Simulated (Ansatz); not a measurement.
## Electronic structure of BF₂H···HBr in real space

```xyz
6

B     0.1029   -1.1535    0.5301
Br   -0.7764    2.0373   -1.0805
F    -0.2701   -1.8754   -0.5107
F    -0.7601   -0.9873    1.5154
H     0.5123    2.6726   -1.0458
H     1.1913   -0.6935    0.5917
```

Computed with RKS B3LYP/def2-mTZVP in Ansatz 0.2.0.

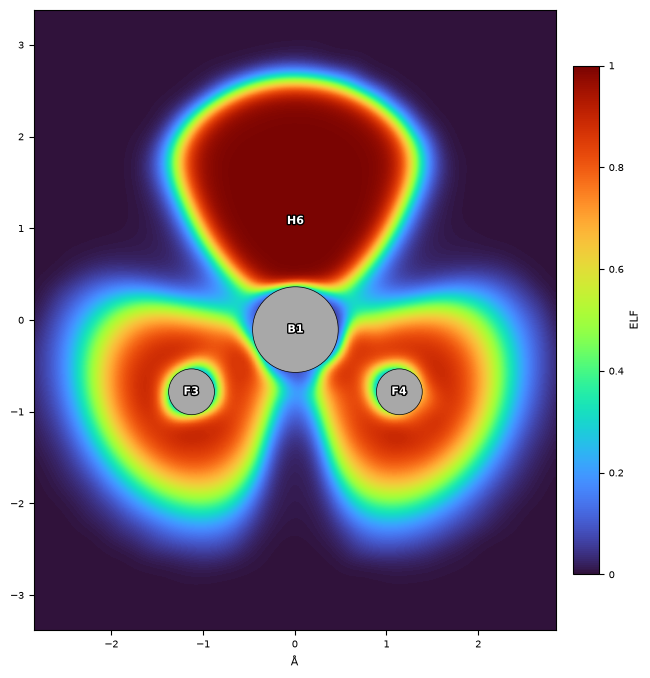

Figure 1. ELF on the plane of atoms F4, B1 and H6. Grey discs cover the atomic cores.

### Read the bonding off the picture.

The plane passes through B, F and H nuclei.
B–F (1.32 Å): the ELF peaks at about 0.85 between the atoms; a polar covalent bond.
B–H (1.18 Å): the ELF climbs to about 1 towards the hydrogen, as it does in any bond to H; an ordinary covalent bond to hydrogen.
The ELF also peaks beside F3 and F4, away from the bonds: lone-pair regions.

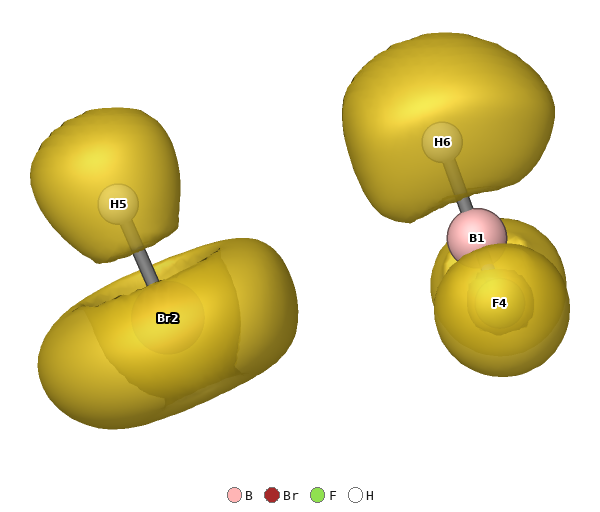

Figure 2. Isosurface of the ELF at 0.75 (yellow), seen across its widest extent. Core shells and regions of very low density are left out.

### Where are the electrons localised?

The surface consists of two regions around hydrogen nuclei, two regions on F in which the atom's valence shell and bonds are merged and one ring or bowl of non-bonding electrons around Br.


B1···Br2 (3.68 Å): the ELF dips to about 0 between them; a weak contact between the two molecules.

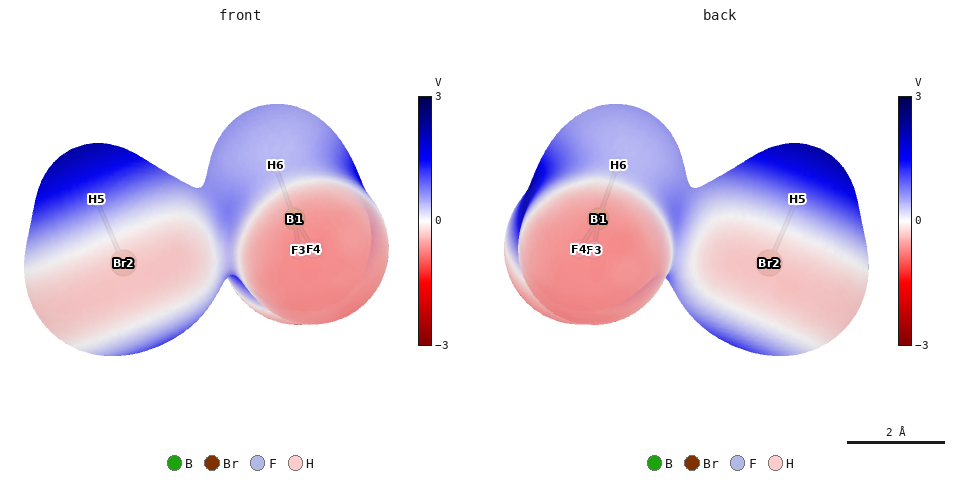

Figure 3. The molecular electrostatic potential painted on the density surface at 0.002 e/bohr³, seen from the front and from behind; red is negative and blue positive.

### Which sites attract a positive test charge, and which a negative one?

A positive charge is drawn to the negative regions and a negative charge to the positive ones. The most negative region (about −0.7 V) lies over F3 and F4, the most positive (about +2.2 V) over B1 and H5. Br2 shows a σ-hole: about +1.2 V at the tip opposite its bond, against about −0.2 V on its flanks.
